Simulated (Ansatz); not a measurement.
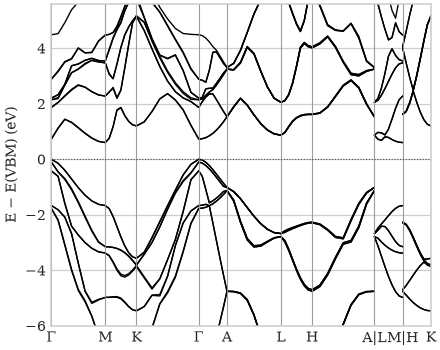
*Band structure from plane-wave PAW r²SCAN with spin–orbit coupling (Ansatz code)*

Problem. Read off the gap and where the band edges lie.

Solution. About 0.6 eV (0.60 eV by a search for the band edges); maximum at Γ, minimum at M.

The material is SiGe (wurtzite, P6_3mc).

The workflow started from a Materials Project entry (that database holds measured and hypothetical structures alike); the Crystallography Open Database copy checked does not list it. Its standing as an ambient phase is unchecked. The r²SCAN relaxation kept the symmetry of its start; its stability against distortions is not shown here.

Potentials: the later of the program's two PAW sets.
